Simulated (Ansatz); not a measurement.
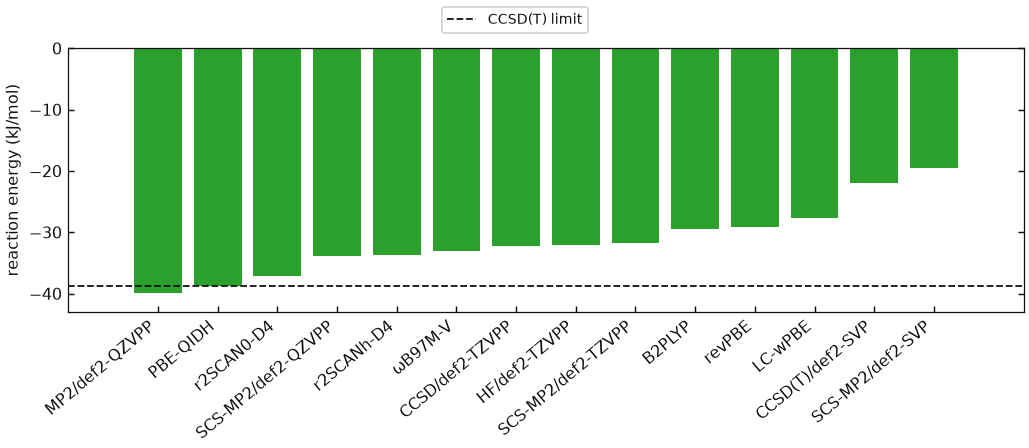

Electronic reaction energy of GaBrClF ([F][Ga]([Cl])[Br]) + HCl (Cl) → GaBrCl₂ ([Cl][Ga]([Cl])[Br]) + HF (F) (SMILES in brackets) at several levels (functionals in def2-TZVPP unless a basis is named), isolated molecules at PBE0-D4 triple-zeta geometries, minima by their frequencies, no zero-point or thermal terms, the Ansatz code 0.2.0. The line is frozen-core CCSD(T) at the basis limit (MP2 extrapolated from triple and quadruple zeta, plus CCSD(T) less MP2 in a smaller set). PBE-QIDH and B2PLYP hold a correlation term that converges slowly with the basis, so part of the distance to the limit is basis error. No dispersion term is added to PBE-QIDH, B2PLYP, revPBE and LC-wPBE. The distance of MP2/def2-QZVPP, SCS-MP2/def2-QZVPP, CCSD/def2-TZVPP, SCS-MP2/def2-TZVPP, CCSD(T)/def2-SVP and SCS-MP2/def2-SVP to the limit includes basis error. The limit lies 5.9 kJ/mol from CCSD(T)/def2-TZVPP, so the line itself is uncertain by a part of that.

Question: What do zero-point energy and temperature add?

Answer: Zero-point change 4.8 kJ/mol; at 298.15 K and 1 bar the CCSD(T) limit plus thermal terms gives an enthalpy of reaction of −33.1 and a free energy of −30.7 kJ/mol (harmonic PBE0-D4 modes, ideal gas).

Question: Which level comes closest to the line (CCSD(T) limit), and which misses most?

Answer: Closest PBE-QIDH (−38.8 kJ/mol), against −38.7 kJ/mol; farthest SCS-MP2/def2-SVP (−19.6 kJ/mol).

Note: no scalar relativity up to krypton; outer-core shells are correlated without core-valence functions, which makes the correlated values less sure.
